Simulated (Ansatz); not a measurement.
# One shape, several levels: CHFO (formyl fluoride)

We compute a comparison of 6 runs (B2PLYP/STO-3G, UPBE0/STO-3G, wB97M-V/STO-3G, wB97X/STO-3G, MP2/STO-3G, UCCSD(T)/STO-3G) of CHFO (formyl fluoride). 

Program for the calculation: Ansatz 0.2.0.

73 further runs of the same task are left out: 73 set aside as unsound or not needed.

## (1) The system as given

The species is CHFO (4 atoms), meant as a singlet with charge 0. As SMILES, `O=CF`. The H4–C2 distance was set to 2.196 Å, away from the relaxed value. At this shape a bond of the SMILES string is far longer than usual.

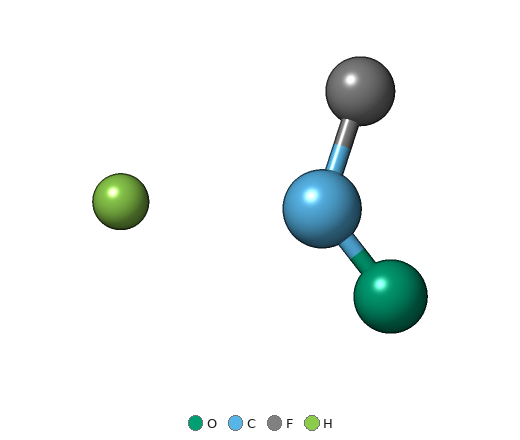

Viewed from a chosen angle; oxygen teal, carbon blue, fluorine grey, hydrogen green.

## (2) A single-point energy at B2PLYP/STO-3G (run 1)

File in.yaml:

```yaml
crystal:
  periodic: [false, false, false]
  atoms:
    - {symbol: O, position_ang: [-1.294471, -0.552152, 1.524472]}
    - {symbol: C, position_ang: [-0.454531, -0.674832, 0.717422]}
    - {symbol: F, position_ang: [0.179579, -1.839032, 0.513142]}
    - {symbol: H, position_ang: [0.355050, 0.821510, -0.671560]}
basis:
  gaussian: {orbitals: STO-3G}
hamiltonian: {xc: {name: B2PLYP}}
correlation: {frozen_orbitals: {C: 1, F: 1, H: 0, O: 1}}
accuracy: high
```

Run with:

```
ansatz run in.yaml --threads 1 --pin off --max-ram 2610MiB --events-out events.jsonl --progress --plain --runs-dir runs
```

What it wrote:

```text
Warning: RAYON_NUM_THREADS=1 ignored (pool sized by the plan → 1); use --threads N
Functional definition: B2PLYP
  name "B2PLYP"
  parameter a = 0.53
  parameter c = 0.27
  exchange = (1 - a)*b88_x + a*exact_x
  correlation = (1 - c)*lyp_c + c*(mp2_os + mp2_ss)
273 factors; integrals over basis functions are off by at most 3.4e-8 eV
mean field evaluation 1: about -5716.9640 eV, gradient 3.4e1 eV
mean field evaluation 2: about -5716.9664 eV, gradient 3.4e1 eV
mean field evaluation 4: about -5721.2482 eV, gradient 3.9e0 eV
mean field evaluation 8: about -5721.3044 eV, gradient 1.9e-2 eV
mean field evaluation 16: about -5721.3008 eV, gradient 2.6e-6 eV
mean field -5721.30079109 eV, -210.2539260355 hartree, gradient 2.3e-8 eV, S^2 0.000000; 0 other end points of the search recorded, 0 dependent functions left out; unrestricted orbitals would lower it
3 core orbitals not correlated: weight in the atoms' cores, before any rotation towards them, 1.000 or more for the frozen orbitals, at most 0.000 for the correlated occupied ones
reference -5721.30080373 eV, -210.2539265002 hartree; 9, 9 occupied and 4, 4 virtual orbitals, 273 factors
second order -7.94955829 eV of doubles, -0.00000000 eV of singles
Total energy: -5723.44718447 eV, -210.3328045375 hartree
```

Run time: 1.2 s. Hardware: 1 thread of Arm Neoverse V1, shared host.

## (3) The energy at UPBE0/STO-3G (run 2)

File input.yaml:

```yaml
basis:
  gaussian:
    orbitals: STO-3G
crystal:
  periodic: [false, false, false]
  atoms:
    - {symbol: O, position_ang: [-1.294471, -0.552152, 1.524472]}
    - {symbol: C, position_ang: [-0.454531, -0.674832, 0.717422]}
    - {symbol: F, position_ang: [0.179579, -1.839032, 0.513142]}
    - {symbol: H, position_ang: [0.355050, 0.821510, -0.671560]}
magnetization:
  spin_polarized: true
hamiltonian:
  xc: {name: PBE0}
accuracy: high
```

Run with:

```
ansatz run input.yaml --threads 1 --pin off --max-ram 2610MiB --events-out events.jsonl --progress --plain --runs-dir runs
```

What it wrote:

```text
Warning: RAYON_NUM_THREADS=1 ignored (pool sized by the plan → 1); use --threads N
Functional definition: PBE0
  name "PBE0"
  parameter a = 0.25
  parameter kappa = 0.804
  parameter beta = 0.06672455060314922
  exchange = (1 - a)*pbe_x(kappa = kappa, mu = beta*pi^2/3) + a*exact_x
  correlation = pbe_c(beta = beta)
273 factors; integrals over basis functions are off by at most 3.4e-8 eV
mean field evaluation 1: about -5721.3691 eV, gradient 2.2e1 eV
mean field evaluation 2: about -5711.1296 eV, gradient 4.0e1 eV
mean field evaluation 4: about -5725.0154 eV, gradient 6.3e0 eV
mean field evaluation 8: about -5725.4118 eV, gradient 1.4e-1 eV
mean field evaluation 16: about -5725.4120 eV, gradient 1.3e-6 eV
mean field evaluation 32: about -5723.5909 eV, gradient 1.9e1 eV
mean field -5725.92390842 eV, -210.4238224637 hartree, gradient 1.0e-8 eV, S^2 0.704517; 3 other end points of the search recorded, 0 dependent functions left out
reference -5725.92390937 eV, -210.4238224987 hartree; 12, 12 occupied and 4, 4 virtual orbitals, 273 factors
Total energy: -5725.92390937 eV, -210.4238224987 hartree
```

Wall time 3.3 s (1 thread of Arm Neoverse V1, shared host); peak memory 0.11 GiB.

Runs 3 to 5 aren't shown in full; the table further down has their settings and results.

## (4) A single-point energy at UCCSD(T)/STO-3G (run 6)

File input.yaml:

```yaml
crystal:
  periodic: [false, false, false]
  atoms:
    - {symbol: O, position_ang: [-1.294471, -0.552152, 1.524472]}
    - {symbol: C, position_ang: [-0.454531, -0.674832, 0.717422]}
    - {symbol: F, position_ang: [0.179579, -1.839032, 0.513142]}
    - {symbol: H, position_ang: [0.355050, 0.821510, -0.671560]}
basis:
  gaussian:
    orbitals: STO-3G
accuracy: high
magnetization:
  spin_polarized: true
  initial_magnetization: 0
scf:
  omitted_lower_state_checks: [cluster_reference, increment]
correlation:
  method: ccsd_t
  frozen_orbitals: {C: 1, F: 1, H: 0, O: 1}
```

Run with:

```
ansatz run input.yaml --threads 1 --pin off --max-ram 2610MiB --events-out events.jsonl --progress --plain --runs-dir runs
```

What it wrote:

```text
Warning: RAYON_NUM_THREADS=1 ignored (pool sized by the plan → 1); use --threads N
[... 14 lines left out ...]
3 core orbitals not correlated: weight in the atoms' cores, before any rotation towards them, 1.000 or more for the frozen orbitals, at most 0.000 for the correlated occupied ones
[... 36 lines left out ...]
Total energy: -5710.15735711 eV, -209.8444123903 hartree
Checks for a lower state left out: cluster_reference, increment
```

Run time: 0.54 s. Hardware: 1 thread of Arm Neoverse V1, shared host.

## (5) All runs side by side

| run | level | frozen core orbitals | energy (Eh) | wall time |
| --- | --- | --- | --- | --- |
| 1 | B2PLYP/STO-3G | 3 | -210.332805 | 1.2 s |
| 2 | UPBE0/STO-3G | – | -210.423822 | 3.3 s |
| 3 | wB97M-V/STO-3G | – | -210.591628 | 13 s |
| 4 | wB97X/STO-3G | – | -210.554570 | 3.6 s |
| 5 | MP2/STO-3G | 3 | -209.782377 | 0.12 s |
| 6 | UCCSD(T)/STO-3G | 3 | -209.844412 | 0.54 s |

## (6) Summary of results

```
                                          quantity          value
                               run 6: total energy  -209.84441 Eh
run 6: correlation energy (3 core orbitals frozen)     -162.6 mEh
                             run 6: (T) correction      -9.69 mEh
          run 6: ⟨S²⟩ of the reference determinant          0.974
                              run 6: T1 diagnostic          0.036
```

**Reading.** Totals of different functionals can't be ranked against each other. In runs 1, 5 the log says that unrestricted orbitals would lower the reference, so the values rest on an unstable closed-shell determinant (other closed-shell runs at this shape may share the fault). In runs 1, 2, 3, 4, 5, 6 the basis is minimal, so the values are rough. In runs 1, 3, 4, 5 a closed-shell determinant meets a far-stretched bond, which it describes badly. Spin contamination of the reference: run 6 ⟨S²⟩ = 0.97, run 2 ⟨S²⟩ = 0.70. Where it is this large, the reference is a mixture of spin states, and values that rest on it are in doubt. All runs together took 22 s, the longest 13 s.
